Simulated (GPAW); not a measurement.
GeHClF2: calculation of the molecule and its ions

System: GeHClF2.
Method: RPBE/dzp, scalar-relativistic datasets (GPAW 26.7.0).

The geometry comes from this level: PBE0-D4/def2-TZVP.

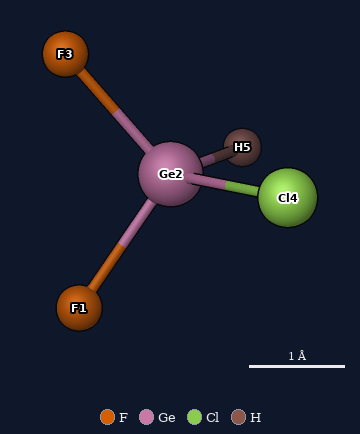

Figure 1. The structure as given in the input (ball-and-stick view, seen at a tilt; atoms are numbered from 1 in the order of the input). Sticks mark near contacts. Bond lengths as drawn: Cl–Ge 2.11 Å, F–Ge 1.71 Å and Ge–H 1.52 Å.

**Input (run.py)**
```python
from ase.io.zmatrix import parse_zmatrix
from gpaw import GPAW

mol = parse_zmatrix("""
F
Ge 1 1.713334
F 2 1.713317 1 105.22698
Cl 2 2.109237 3 107.84694 1 -114.91702
H 2 1.520217 3 110.57773 1 119.42323
""")
mol.center(vacuum=4.5)

energies = {}
for name, charge, unpaired in [('neutral', 0, 0), ('oxidised', 1, 1)]:
    mol.set_initial_magnetic_moments([unpaired / len(mol)] * len(mol))
    calc = GPAW(mode='lcao',
                basis='dzp',
                h=0.22,
                xc='RPBE',
                charge=charge,
                occupations={'name': 'fermi-dirac', 'width': 0.0, 'fixmagmom': unpaired > 0},
                maxiter=100,
                symmetry='off',
                txt=f'{name}.txt')
    mol.calc = calc
    energies[name] = mol.get_potential_energy()
    print(f'{name:10} {energies[name]:12.5f} eV')

ip = energies['oxidised'] - energies['neutral']
print(f'Vertical IP = {ip:.3f} eV')
```

Command:
```bash
python3 run.py
```

**Log**
```
neutral       -16.53390 eV
oxidised       -4.81526 eV
Vertical IP = 11.719 eV
```

**Key numbers**

- outcome: converged
- ionisation energy: 11.72 eV
- hardware: 1 thread of Arm Neoverse V1, 24 GiB of memory available, shared host
- wall time: 42 s
- peak memory: 0.64 GiB

**Remarks**

On so coarse a grid the energy depends on the position of the molecule, which gives spurious forces.
